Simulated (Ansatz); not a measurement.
A series of calculations on GeH$_{3}$OCl$_{3}$

### Relaxation

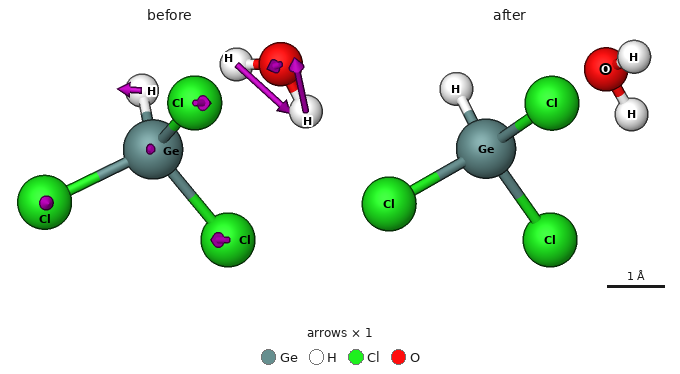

The structure of GeH$_{3}$OCl$_{3}$ before (left) and after (right) a relaxation, at one scale. The purple arrows give the displacements, at their true length.

A ball-and-stick model, seen from a free direction.

The run prepares an end point of a later path (reaction) calculation, from a guessed geometry.

Method: Ansatz, RKS B3LYP-D4/def2-SVP. Settings: no spin polarisation; force threshold 0.03 eV/Å; at most 50 steps.

Summarise the run.

Answer. The energy falls by 5.46 kcal/mol in 18 accepted moves (22 points after the start). The largest force component goes from 0.86 to 0.012 eV/Å. The line search rejected the trial steps at points 9, 14, 19, 21 of the run. The largest move after the best rigid fit is that of an H atom, 1.31 Å. By element the largest moves are H 1.31 Å, Cl 0.53 Å, O 0.36 Å, Ge 0.20 Å. Near-neighbour distances that change, for instance: Ge–O 2.971 → 2.855 Å, Cl–Ge 2.142 → 2.169 Å, Ge–H 1.543 → 1.522 Å, H–O 0.985 → 0.969 Å. Among the angles between lasting bonds that change: H–Ge–Cl 110.2° → 114.4°, Cl–Ge–Cl 107.5° → 105.1°. The run took 39 s on 4 threads of Arm Neoverse V2, with other jobs on the host, peak memory 0.31 GiB.

### Relaxation

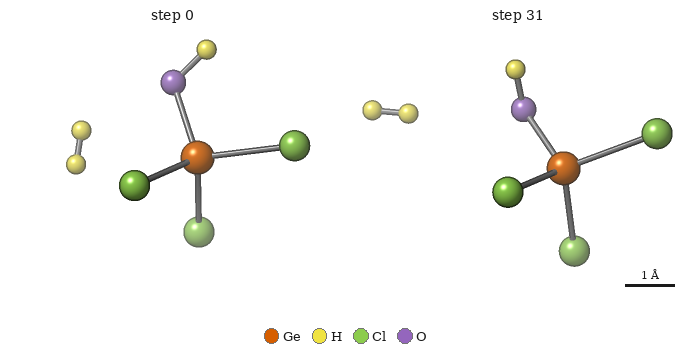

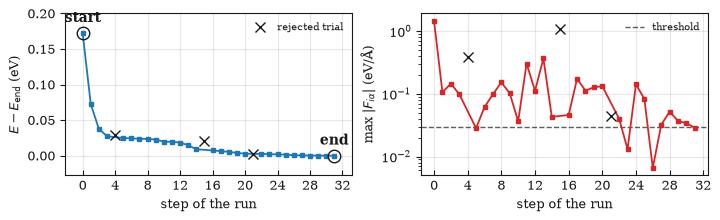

First and last geometry of a relaxation of GeH3OCl3, with the history of the run. Style: ball-and-stick. Shown at a tilt.

The run prepares an end point of a later path (reaction) calculation, from a guessed geometry.

These are results of RKS B3LYP-D4/def2-SVP (Ansatz 0.2.0), not measurements. (no spin polarisation; force threshold 0.03 eV/Å; at most 50 steps)

Question: What do the curves and the structures tell?

Answer: It converged. The atom that moves furthest after the best rigid fit is an H atom (1.63 Å). Largest moves by element: H 1.63 Å, Cl 0.84 Å, O 0.58 Å, Ge 0.51 Å. Among the contacts that change: H–H 0.717 → 0.761 Å, Cl–Ge 2.140 → 2.149 Å. Among the angles between lasting bonds that change: Cl–Ge–O 111.2° → 105.9°, Cl–Ge–O 107.5° → 110.7°. Groups turn about Ge–O by about 60°. The energy falls by 0.172 eV in 28 accepted moves (31 points after the start). The largest force component goes from 1.5 to 0.029 eV/Å. The line search rejected the trial steps at points 4, 15, 21 of the run. The forces were under the threshold at step 5, but the run went on from there.

Limits of the set-up: the start holds two separate molecules, 2.2 Å apart at their closest, whose relative position is a soft coordinate.

### Path

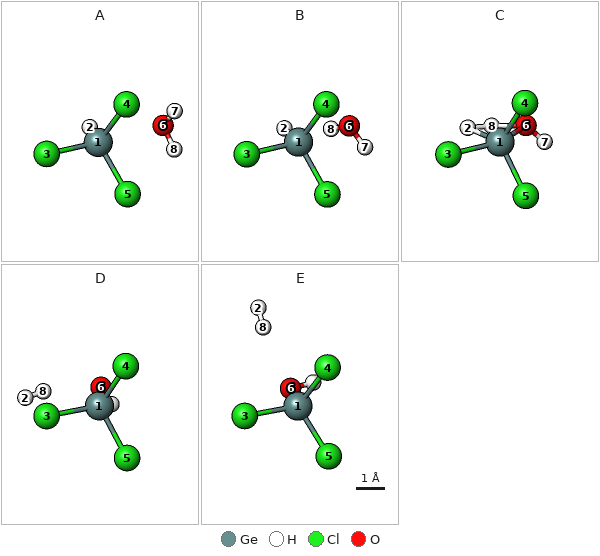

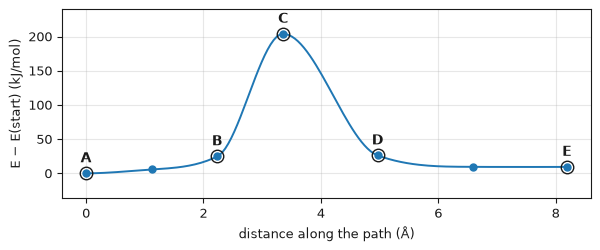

A search for the minimum-energy path of GeH$_{3}$OCl$_{3}$, made up at the start of GeHCl3 and H2O by the nudged elastic band. Images are numbered from 0 (start) to 6 (end). Frames A to E are images 0, 2, 3, 4, 6. The picture is a ball-and-stick view, seen from a free direction.

Computed with Ansatz 0.2.0, RKS B3LYP-D4/def2-SVP. Run with 5 movable images; climbing image; force threshold 0.03 eV/Å; iteration limit 60; starting path through a guess of the saddle point.

Question: Describe the mechanism and the energy profile.

Answer: The highest point, image 3, lies 203.9 kJ/mol above the start and 194.5 kJ/mol above the end; the end is at +9.4 kJ/mol relative to the start. Breaking: Ge1–H2 (1.52 → 1.90 at the top → 4.56 Å), O6–H8 (0.97 → 1.28 at the top → 2.51 Å). Forming: Ge1–O6 (2.85 → 1.96 at the top → 1.76 Å), H2–H8 (3.19 → 0.99 at the top → 0.76 Å). The band converged in 33 iterations. The largest component of the band force went from 64 to 0.03 eV/Å. The climbing image converged on the top of the path. Its vibrational analysis gives 2 imaginary modes over 30i cm⁻¹, so it isn't confirmed as a transition state.

Limits of the set-up: the start holds two separate molecules, 2.7 Å apart at their closest, whose relative position is a soft coordinate.

The run took 4.2 min on 4 threads of Arm Neoverse V2 (shared host), peak memory 0.32 GiB.
